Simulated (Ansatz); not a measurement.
CHAlB (SMILES B=[C+][Al]) (charge +1, triplet)

The calculation's input:

```
crystal:
  periodic: [false, false, false]
  atoms:
    - {symbol: C, position_ang: [0.000000, 0.000000, -0.530943]}
    - {symbol: Al, position_ang: [0.000000, 0.000000, -2.383448]}
    - {symbol: B, position_ang: [0.000000, 0.000000, 0.866114]}
    - {symbol: H, position_ang: [0.000000, 0.000000, 2.048277]}
basis:
  gaussian: {orbitals: def2-TZVPD}
total_charge: 1
magnetization: {spin_polarized: true, initial_magnetization: 2}
hamiltonian: {xc: {name: PBE0}}
output: {forces: true, orbitals: {seedname: orbitals}}
```

Run with:

```sh
ansatz run input.yaml --threads 1 --pin off --max-ram 2610MiB --events-out events.jsonl --progress --plain --runs-dir runs
```

Geometry: B3LYP-D3(BJ)/def2-SVP.

The calculation used isolated molecule in a Gaussian basis; Kohn-Sham density functional theory, functional PBE0 in Ansatz 0.2.0.

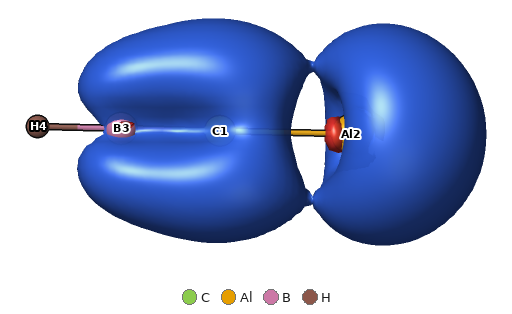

Figure 1. Isosurfaces of the spin density (α minus β) at +0.02 (blue) and −0.02 e/Å³ (red), seen from one side.

### Describe the spin distribution.

The unpaired spin (2 electrons) lies mostly on Al2 (about 1.0), C1 (about 0.8) and B3 (about 0.2), in electrons by Hirshfeld's partition.

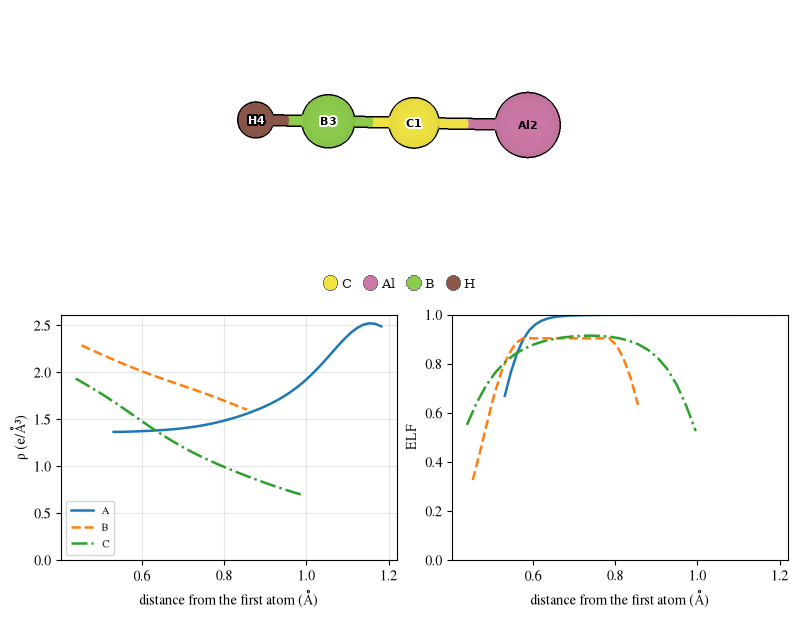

Figure 2. Total electron density and electron localisation function along straight lines between neighbouring atoms. The curves leave out the atomic cores. The structure is drawn too.

### Which curve belongs to which contact (B–H, C–Al and C–B)? The first atom named is at distance zero.

Curve A: B–H (1.18 Å): ρ is about 1.4 e/Å³ halfway; the ELF climbs to about 1 towards the hydrogen, as it does in any bond to H; an ordinary covalent bond to hydrogen. Curve B: C–B (1.40 Å): ρ is about 1.9 e/Å³ halfway; the ELF peaks at about 0.90 between the atoms, as expected for localised, covalent bonding. Curve C: C–Al (1.85 Å): ρ at the midpoint is about 0.78 e/Å³; the ELF peaks at about 0.90 in the valence shell of C, 0.7 Å from its nucleus, and is about 0.80 at the midpoint.

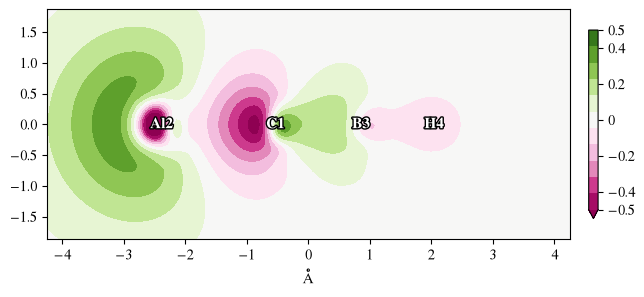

Figure 3. The LUMO (β) on a plane that holds the molecular axis (values in Å⁻³ᐟ²; the overall sign is arbitrary).

### Describe this orbital and give its energy.

By Hirshfeld shares it lies mainly on Al2 (about 85 %) and C1 (about 15 %); it is of σ type. Its energy is −9.78 eV.
